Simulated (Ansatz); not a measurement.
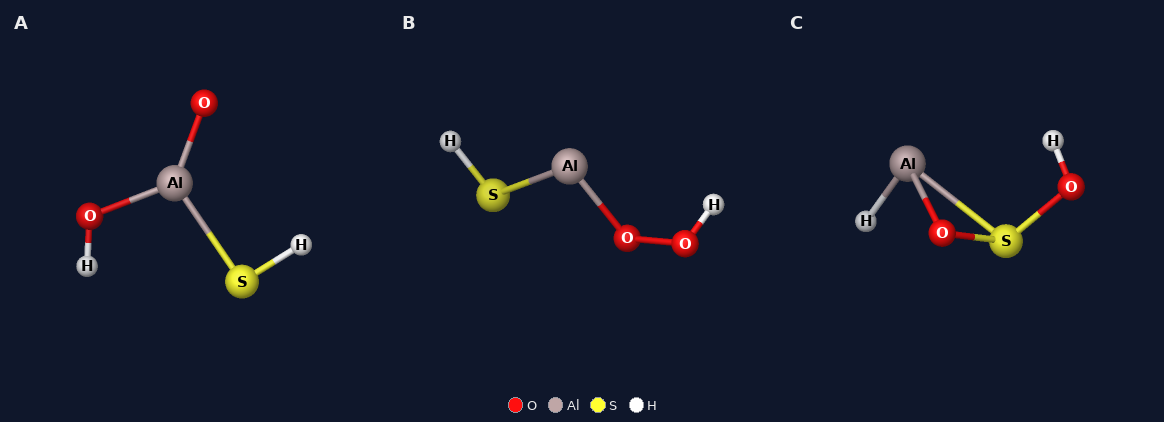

3 stationary structures of one formula. The species has charge −1 and is a spin singlet. Geometries: PBE-D4/def2-SVPD. Electronic energies: PBE-D4/def2-SVPD (Ansatz 0.2.0), without zero-point energy. No frequency run is at hand to confirm each as a minimum.

### Which is lowest in energy, and by how much?

A is lowest (Cs); B lies 401.7 kJ/mol above it (C1), C lies 428.8 kJ/mol above it (C1).
